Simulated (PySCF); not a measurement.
# CH2BF4Ga: geometry, electronic excitations

Wanted: the electronic excitations of CH2BF4Ga (`FB(F)[CH2][Ga]([F])[F]`), by calculation.

Programs: PySCF 2.14.0, with density-fitted response routines of our own. Each step states its level of theory. These are calculated values for one molecule in the gas phase, unless marked as measured. Atoms count from 0, in the outputs and in this text.

## (1) Starting geometry

9 atoms, charge 0, multiplicity 1; geometry from: GFN2-xTB. The atoms were then displaced at random by about 0.01 Å, so the start is not that level's minimum.

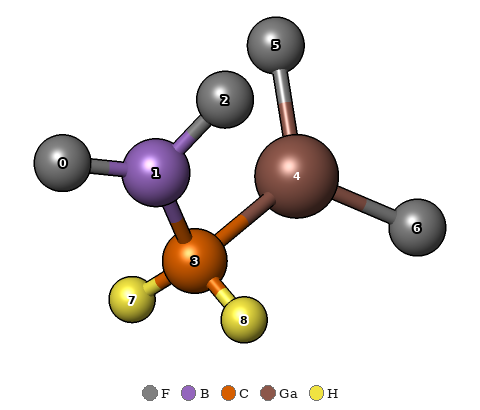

The starting geometry (fluorine grey, boron purple, carbon orange, gallium brown, hydrogen yellow), atoms numbered.

## (2) Optimising the geometry at PBE0-D3(BJ)/def2-SVP

Job settings and geometry (Å):

```
{"job": {"xc": "PBE0", "basis": "def2-SVP", "d3": "d3bj", "grid": 1, "shake": 0.01, "kind": "geom"}, "charge": 0, "multiplicity": 1}
F     -2.391910    -0.042690    -0.958980
B     -1.393730    -0.047520    -0.158970
F     -1.528170     0.668070     0.946760
C     -0.000650    -0.784900    -0.392620
Ga     1.262760     0.541100     0.450730
F      1.137310     2.290450     0.300290
F      2.683420     0.068840     1.394570
H      0.216400    -1.028870    -1.426440
H      0.072380    -1.681630     0.238170
```

On the command line:

```sh
OMP_NUM_THREADS=1 python probes_run.py task.json out
```

This one command runs all jobs of the session in turn.

The program printed:

```text
step   0  E = -2387.29686323  max force = 0.038188
step   1  E = -2387.30221864  max force = 0.007669
step   2  E = -2387.30305939  max force = 0.003015
step   3  E = -2387.30353213  max force = 0.003332
step   4  E = -2387.30392994  max force = 0.005784
step   5  E = -2387.30425188  max force = 0.004915
step   6  E = -2387.30446304  max force = 0.002111
step   7  E = -2387.30456956  max force = 0.001412
step   8  E = -2387.30469187  max force = 0.001350
step   9  E = -2387.30488874  max force = 0.002439
step  10  E = -2387.30495600  max force = 0.001000
step  11  E = -2387.30503094  max force = 0.002558
step  12  E = -2387.30507346  max force = 0.001164
step  13  E = -2387.30509765  max force = 0.000700
step  14  E = -2387.30509798  max force = 0.000944
step  15  E = -2387.30508915  max force = 0.000727
step  16  E = -2387.30508861  max force = 0.000465
step  17  E = -2387.30508925  max force = 0.000275
optimisation converged
```

It took 2 min on 1 thread of Arm Neoverse V2, shared host; peak memory 0.52 GiB.

Relaxation path:

| step | energy from step 0 (eV) | largest force component (eV/Å) |
| --- | --- | --- |
| 0 | 0.0000 | 1.9637 |
| 1 | -0.1457 | 0.3944 |
| 2 | -0.1686 | 0.1550 |
| 3 | -0.1815 | 0.1713 |
| 4 | -0.1923 | 0.2974 |
| 5 | -0.2011 | 0.2527 |
| 6 | -0.2068 | 0.1086 |
| 7 | -0.2097 | 0.0726 |
| 8 | -0.2130 | 0.0694 |
| 9 | -0.2184 | 0.1254 |
| 10 | -0.2202 | 0.0514 |
| 11 | -0.2223 | 0.1315 |
| 12 | -0.2234 | 0.0599 |
| 13 | -0.2241 | 0.0360 |
| 14 | -0.2241 | 0.0485 |
| 15 | -0.2238 | 0.0374 |
| 16 | -0.2238 | 0.0239 |
| 17 | -0.2238 | 0.0141 |

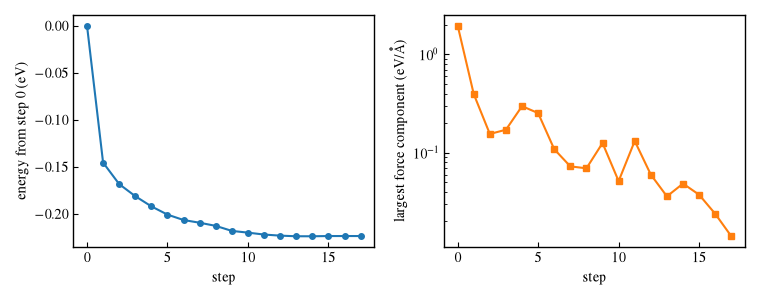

Energy and force, step by step.

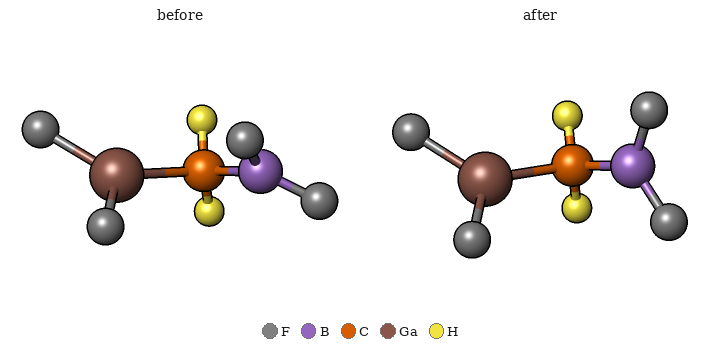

The geometry before (left) and after (right).

Close pairs (by a distance rule), those that changed most:

| bond | before (Å) | after (Å) | change (Å) |
| --- | --- | --- | --- |
| C3–Ga4 | 2.016 | 1.943 | -0.073 |
| B1–C3 | 1.593 | 1.551 | -0.042 |
| F0–B1 | 1.279 | 1.318 | +0.039 |
| Ga4–F6 | 1.770 | 1.743 | -0.027 |
| C3–H7 | 1.084 | 1.101 | +0.017 |
| Ga4–F5 | 1.760 | 1.744 | -0.017 |
| B1–F2 | 1.324 | 1.323 | -0.001 |
| C3–H8 | 1.099 | 1.099 | +0.001 |

The next job starts from the end point, and lists it.

| at the end point | value |
| --- | --- |
| point group (found at 0.08 Å tolerance) | C1 |
| rotational constants (GHz, main isotopes) | 3.424, 0.982, 0.875 |
| dipole moment (D) | 2.86 |

## (3) Excited states and response: PBE0/aug-cc-pVDZ

Job settings and geometry (Å):

```
{"job": {"kind": "uv", "xc": "PBE0", "basis": "aug-cc-pVDZ"}, "charge": 0, "multiplicity": 1}
F     -2.054953     0.505471    -1.087126
B     -1.441416    -0.092185    -0.084857
F     -2.079672    -0.119214     1.073221
C     -0.024892    -0.703040    -0.245186
Ga     1.323565     0.558105     0.359997
F      1.302740     2.261566    -0.011423
F      2.695559     0.086275     1.326357
H      0.212213    -0.908575    -1.300505
H      0.124915    -1.606168     0.363555
```

Method: TDDFT PBE0/aug-cc-pVDZ, vertical, gas phase, core orbitals frozen in the response.

The program printed:

```text
coarse grid: 43920 points
cycle   1  E = -2387.7452579938  dE =  1.605e-01  |g| = 9.975e-01  |ddm| = 6.528e+00
cycle   2  E = -2387.4084425927  dE =  3.368e-01  |g| = 1.757e+00  |ddm| = 4.177e+00
cycle   3  E = -2387.9213724520  dE = -5.129e-01  |g| = 1.691e-01  |ddm| = 2.498e+00
cycle   4  E = -2387.9270266871  dE = -5.654e-03  |g| = 4.597e-02  |ddm| = 3.468e-01
cycle   5  E = -2387.9274242906  dE = -3.976e-04  |g| = 8.234e-03  |ddm| = 7.304e-02
cycle   6  E = -2387.9274341760  dE = -9.885e-06  |g| = 3.005e-03  |ddm| = 2.120e-02
final grid: 92872 points
cycle   7  E = -2387.9273031455  dE =  1.592e-06  |g| = 4.360e-03  |ddm| = 1.118e-02
cycle   8  E = -2387.9272994407  dE =  3.705e-06  |g| = 6.363e-03  |ddm| = 1.476e-02
cycle   9  E = -2387.9273066318  dE = -7.191e-06  |g| = 2.548e-04  |ddm| = 8.486e-03
cycle  10  E = -2387.9273066461  dE = -1.432e-08  |g| = 4.135e-05  |ddm| = 4.494e-04
cycle  11  E = -2387.9273066464  dE = -2.810e-10  |g| = 1.120e-05  |ddm| = 6.501e-05
converged SCF energy = -2387.9273066464

Static polarisability (au): isotropic 49.223, principal 42.465 47.152 58.051

Singlet excitations
state   eV       nm        f      main configurations
  1   7.3153    169.5   0.16997   H->L 0.51, H->L+1 0.44
  2   7.3931    167.7   0.16678   H->L+1 0.53, H->L 0.43
  3   7.9315    156.3   0.01073   H-1->L 0.92
  4   8.0521    154.0   0.00017   H-3->L 0.88
  5   8.2344    150.6   0.01186   H-2->L 0.84
  6   8.2483    150.3   0.00117   H-1->L+1 0.94
  7   8.5348    145.3   0.02850   H->L+2 0.24, H-4->L 0.23, H-2->L+1 0.20
  8   8.5751    144.6   0.02613   H-4->L 0.37, H-2->L+1 0.25, H-5->L 0.18
  9   8.5918    144.3   0.01256   H->L+2 0.40, H-2->L+1 0.23, H-4->L 0.22
 10   8.7140    142.3   0.05366   H-3->L+1 0.28, H-5->L 0.26, H->L+2 0.26

Triplet excitations (Tamm-Dancoff, eV): 6.3394 6.7993 7.5564 7.7160
```

Wall time 42 s (1 thread of Arm Neoverse V2, shared host); peak memory 0.89 GiB.

Frontier orbitals and where they lie:

| orbital | eV | atoms |
| --- | --- | --- |
| HOMO−3 | -11.29 | F6 51 %, F5 41 %, Ga4 4 % |
| HOMO−2 | -11.25 | C3 29 %, F5 16 %, B1 12 % |
| HOMO−1 | -11.11 | F5 51 %, F6 41 % |
| HOMO | -10.01 | C3 41 %, F6 15 %, F5 13 % |
| LUMO | -1.62 | Ga4 41 %, C3 15 %, B1 12 % |
| LUMO+1 | -1.26 | Ga4 55 %, C3 16 %, B1 8 % |
| LUMO+2 | -0.20 | Ga4 24 %, B1 23 %, C3 15 % |

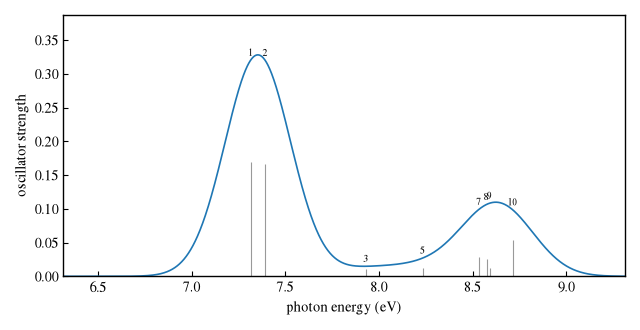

Absorption spectrum from the 10 singlet states computed; above the last one it falls off for lack of states. Lines are broadened to a width of 0.40 eV (Gaussian).

Further results of this job:

| property | computed |
| --- | --- |
| dipole moment (D) | 3.01 |
| polarisability (Å³) | 7.29 |
| HOMO–LUMO gap (eV) | 8.40 |
| −ε(HOMO) (eV) | 10.01 |

## (4) Summary of results

| quantity | value |
| --- | --- |
| point group | C1 |
| rotational constants (main isotopes) | 3.42, 0.98, 0.88 GHz |
| lowest singlet (PBE0/aug-cc-pVDZ) | 7.32 eV (169 nm), f = 0.170 |
| lowest triplet | 6.34 eV |

**Reading.** The start of the PBE0/def2-SVP relaxation was shaken at random by about 0.01 Å, so part of the energy gained, and of the first lengths quoted, undoes that. Over 17 steps the energy fell by 0.224 eV; of the close pairs, C3–Ga4 changed most, 2.016 to 1.943 Å. No frequency check was run at this level, so the end point may be a saddle. The lowest singlet, at 7.32 eV, is HOMO→LUMO 0.51, HOMO→LUMO+1 0.44 and is bright. The lowest triplet lies 0.98 eV below the lowest singlet (triplets in Tamm-Dancoff, singlets in full TDDFT).
